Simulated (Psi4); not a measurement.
# SiH2O (oxosilane): PBE/def2-TZVPP

What is the vertical ionisation energy of SiH2O (oxosilane) at PBE/def2-TZVPP? 

The calculation is run with Psi4 1.11.

2 further runs of the same task are left out: 2 set aside as unsound or not needed.

## (1) The structure to begin with

SiH2O has 4 atoms, charge 0, and is taken as a singlet. As SMILES, `O=[SiH2]`. The coordinates come from a PBE0-D4/def2-TZVP relaxation.

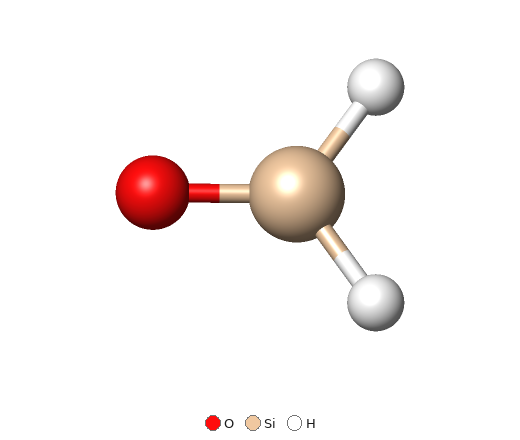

The structure, seen from a chosen angle (oxygen red, silicon light orange, hydrogen white).

## (2) Energy and gradient at PBE/def2-TZVPP

calc.dat reads:

```
memory 2200 MB

molecule geom {
  O     -0.283200     0.413500     1.469500
  Si    -0.006700     0.009800     0.034900
  H      0.439900    -1.346000    -0.376200
  H     -0.150000     0.922700    -1.128300
  symmetry c1
  no_reorient
  no_com
}

set puream true
set e_convergence 1e-09
set d_convergence 1e-08
set scf_type pk
set dft_radial_points 99
set dft_spherical_points 590

result, w = gradient("pbe/def2-TZVPP", return_wfn=True)
oeprop(w, "WIBERG_LOWDIN_INDICES", "LOWDIN_CHARGES", "QUADRUPOLE")
print_variables()
```

Started as:

```sh
psi4 calc.dat calc.out -n 1
```

calc.out:

```text
[...]
  Running in c1 symmetry.
[...]
  Nuclear repulsion =   52.484789994440838
[...]
  Multiplicity = 1
[...]
  Nalpha       = 12
  Nbeta        = 12
[...]
    Number of basis functions: 101
[...]
   @RKS iter   1:  -365.37239601768289   -9.10436e-02   9.40796e-03 DIIS/ADIIS
[...]
   @RKS iter  11:  -365.71748824612791   -5.29212e-11   5.83750e-09 DIIS
[...]
    Orbital Energies [Eh]
    ---------------------
    Doubly Occupied:
       1A    -65.439564     2A    -18.722937     3A     -5.087494
       4A     -3.503253     5A     -3.494797     6A     -3.493835
       7A     -0.847345     8A     -0.476269     9A     -0.355127
      10A     -0.311117    11A     -0.289082    12A     -0.249014
[...]
  @RKS Final Energy:  -365.71748824612791
   => Energetics <=
    Nuclear Repulsion Energy =             52.4847899944408383
    One-Electron Energy =                -610.5502502408880900
    Two-Electron Energy =                 222.3531685886734124
    DFT Exchange-Correlation Energy =     -30.0051965883539857
    Empirical Dispersion Energy =           0.0000000000000000
    VV10 Nonlocal Energy =                  0.0000000000000000
    Total Energy =                       -365.7174882461279140
[...]
  -Total Gradient:
     Atom            X                  Y                   Z
    ------   -----------------  -----------------  -----------------
       1        0.003759878257    -0.005490526518    -0.019517660337
       2       -0.002898698132     0.004219601136     0.015106566955
       3       -0.001235585244     0.003727658848     0.001189346420
       4        0.000374532601    -0.002456919363     0.003221089558
[...]
 Multipole Moments:
 ------------------------------------------------------------------------------------
     Multipole            Electronic (a.u.)      Nuclear  (a.u.)        Total (a.u.)
 ------------------------------------------------------------------------------------
 L = 1.  Multiply by 2.5417464519 to convert [e a0] to [Debye]
 Dipole X            :          4.1532101           -3.9107882            0.2424219
 Dipole Y            :         -6.0645146            5.7105634           -0.3539512
 Dipole Z            :        -21.5534507           20.2958476           -1.2576031
 Magnitude           :                                                    1.3287646
 L = 2.  Multiply by 1.3450342976 to convert [e a0^2] to [Debye ang]
 Quadrupole XX       :        -16.0655702            3.0648964          -13.0006739
 Quadrupole XY       :          6.6073335           -5.9574476            0.6498859
[...]
```

Wall time 12 s (1 thread of Intel Xeon 6975P-C (Granite Rapids), shared host); peak memory 0.96 GiB.

## (3) The doublet cation, same level

job.in reads:

```
memory 2200 mb

molecule {
  1 2
  O     -0.53517044     0.78140175     2.77695254
  Si    -0.01266117     0.01851932     0.06595144
  H      0.83129052    -2.54357136    -0.71091497
  H     -0.28345892     1.74365030    -2.13217799
  units bohr
  symmetry c1
  no_reorient
  no_com
}

set reference uks
set puream true
set e_convergence 1e-09
set d_convergence 1e-08
set scf_type pk
set dft_radial_points 99
set dft_spherical_points 590
set maxiter 100

e, wfn = gradient("pbe/def2-TZVPP", return_wfn=True)
oeprop(wfn, "QUADRUPOLE", "LOWDIN_CHARGES", "WIBERG_LOWDIN_INDICES", title="PBE")
print_variables()
```

Started as:

```sh
psi4 job.in job.out -n 1
```

job.out (excerpt; [...] marks lines left out):

```text
[...]
  Running in c1 symmetry.
[...]
  Nuclear repulsion =   52.484790023665980
[...]
  Multiplicity = 2
[...]
  Nalpha       = 12
  Nbeta        = 11
[...]
    Number of basis functions: 101
[...]
   @UKS iter   1:  -365.00644733043242    2.74906e-01   8.54047e-03 ADIIS/DIIS
[...]
   @UKS iter  13:  -365.32264183904425   -4.94538e-12   8.57905e-09 DIIS
[...]
   @S^2 Observed:                7.556470530E-01
[...]
  @UKS Final Energy:  -365.32264183904425
   => Energetics <=
    Nuclear Repulsion Energy =             52.4847900236659797
    One-Electron Energy =                -602.9327569914587457
    Two-Electron Energy =                 214.8193736592969856
    DFT Exchange-Correlation Energy =     -29.6940485305484145
    Empirical Dispersion Energy =           0.0000000000000000
    VV10 Nonlocal Energy =                  0.0000000000000000
    Total Energy =                       -365.3226418390442518
[...]
  -Total Gradient:
     Atom            X                  Y                   Z
    ------   -----------------  -----------------  -----------------
       1        0.012599258856    -0.018396792150    -0.065373943583
       2       -0.013427074076     0.019592540563     0.069719850924
       3       -0.002119921803     0.009143152641    -0.005393071337
       4        0.002947892791    -0.010339128075     0.001046360324
[...]
 Multipole Moments:
 ------------------------------------------------------------------------------------
     Multipole            Electronic (a.u.)      Nuclear  (a.u.)        Total (a.u.)
 ------------------------------------------------------------------------------------
 L = 1.  Multiply by 2.5417464519 to convert [e a0] to [Debye]
 Dipole X            :          4.0164368           -3.9107883            0.1056485
 Dipole Y            :         -5.8647527            5.7105634           -0.1541892
 Dipole Z            :        -20.8437709           20.2958475           -0.5479234
 Magnitude           :                                                    0.5789266
 L = 2.  Multiply by 1.3450342976 to convert [e a0^2] to [Debye ang]
 Quadrupole XX       :        -13.5983162            3.0648964          -10.5334198
 Quadrupole XY       :          5.8644768           -5.9574476           -0.0929708
[...]
```

Wall time 16 s (1 thread of Intel Xeon 6975P-C (Granite Rapids), shared host); peak memory 0.96 GiB.

## (4) Outcome

Level: PBE/def2-TZVPP.

```
                                          quantity          value
                       singlet SiH2O: total energy  -365.71749 Eh
                      singlet SiH2O: dipole moment         3.38 D
                        singlet SiH2O: HOMO energy       -6.78 eV
                        singlet SiH2O: LUMO energy       -3.10 eV
                      singlet SiH2O: HOMO–LUMO gap        3.68 eV
           singlet SiH2O: largest force on an atom     1.060 eV/Å
                      doublet cation: total energy  -365.32264 Eh
doublet cation: HOMO energy (highest over α and β)      -16.28 eV
 doublet cation: LUMO energy (lowest over α and β)      -14.67 eV
                              doublet cation: ⟨S²⟩          0.756
          doublet cation: largest force on an atom     3.787 eV/Å
vertical ionisation energy (to the doublet cation)      10.744 eV
```

In words: The vertical ionisation energy comes to 10.74 eV (1037 kJ/mol). The largest force (singlet SiH2O) is 1.06 eV/Å: the shape isn't a stationary point for this species at this level. The negative HOMO energy of the first species, 6.78 eV, lies 3.97 eV below that difference.
